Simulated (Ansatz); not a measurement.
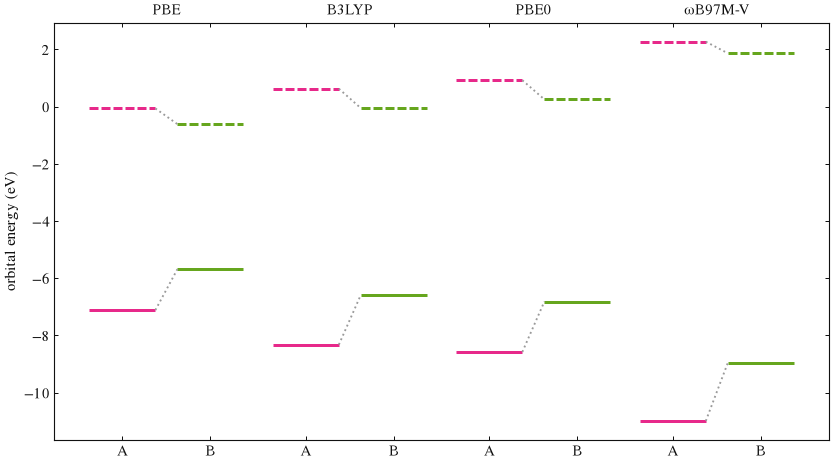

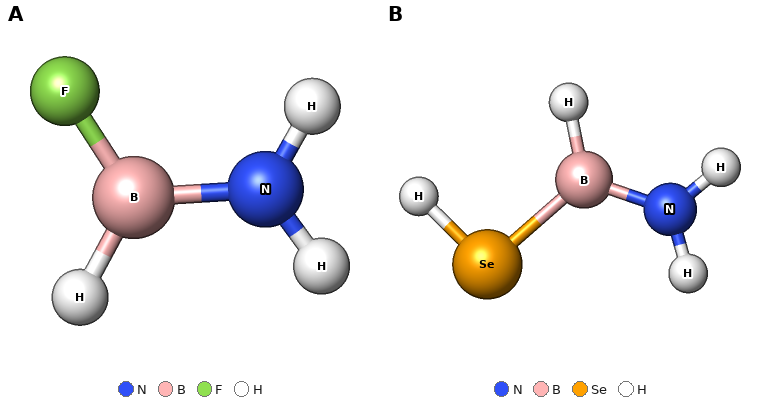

One change: A, BNH₃F (SMILES NBF), becomes B, BNH₄Se (SMILES NB[SeH]). F on B is replaced by SeH. HOMO (solid) and LUMO (dashed) computed in def2-TZVPP at PBE0-D4/def2-TZVP geometries, both minima by their frequencies, gas phase, the Ansatz code. Empty levels above zero depend strongly on the basis.

Question: What does the change do to HOMO and LUMO?

Answer: PBE: the HOMO rises by 1.43 eV, the LUMO falls by 0.55 eV, and the separation goes from 7.05 to 5.07 eV. B3LYP: the HOMO rises by 1.74 eV, the LUMO falls by 0.68 eV, and the separation goes from 8.94 to 6.52 eV. PBE0: the HOMO rises by 1.76 eV, the LUMO falls by 0.67 eV, and the separation goes from 9.50 to 7.07 eV. ωB97M-V: the HOMO rises by 2.03 eV, the LUMO falls by 0.41 eV, and the separation goes from 13.25 to 10.82 eV.

Question: Do the functionals agree on the effect?

Answer: They agree on the direction for both levels; the HOMO shift lies between 1.43 and 2.03 eV and the LUMO shift between −0.68 and −0.41 eV, while the separations themselves differ by up to 6.2 eV between functionals.
